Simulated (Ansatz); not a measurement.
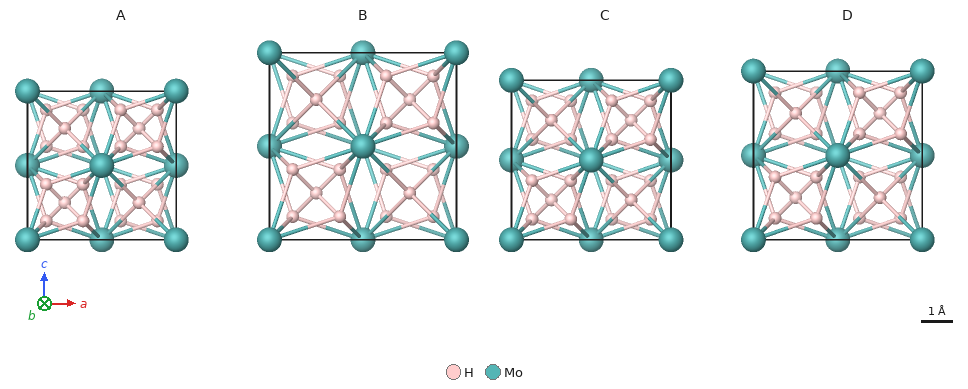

4 geometries from one relaxation of crystalline MoH₅ (a generated structure, set up in F-43m) (coarse preliminary run), in shuffled order. The picture is a ball-and-stick view of the conventional cell (4 times the calculation's cell), seen along the b axis. Lengths and directions refer to the drawn axes.

These are results of DFT PBE, scalar-relativistic, plane waves, PAW in Ansatz, not measurements. Settings: plane-wave cutoff 420 eV; k-point mesh 6 × 6 × 6; occupations gaussian; smearing width 0.1 eV; no spin polarisation; cell and atoms relaxed; force threshold 0.04 eV/Å; at most 70 steps.

Order the frames from highest to lowest energy.

Answer. B, D, C, A. They are steps 0, 2, 3, 8, at +5.105 eV per cell of the calculation, +1.853 eV per cell of the calculation, +0.627 eV per cell of the calculation relative to the last. The largest moves relative to the cell, 0.021 Å, are those of H atoms. Mo stays in place. Cell: a = b = c 6.126 → 4.872 Å (−20.5 %). Volume −49.7 %. Some distances before and after: H–Mo 2.653 → 2.110 Å, H–Mo 2.541 → 2.017 Å. The space group stays F-43m (No. 216). Over 6 accepted moves (8 points after the start) the energy falls by 5.105 eV per cell of the calculation. The largest force component goes from 0.2 to 0.00079 eV/Å. The pressure goes from −32.11 to −0.13 GPa. The line search rejected the trial step at point 5 of the run. At 1 point the geometry stayed and the basis and grid were re-selected for the new cell (energy shift of 11.3 meV per cell of the calculation at most each time). Cost: 9.3 s on 1 thread of Intel(R) Xeon(R) Platinum 8488C (Sapphire Rapids) (shared host), peak memory 0.35 GiB.
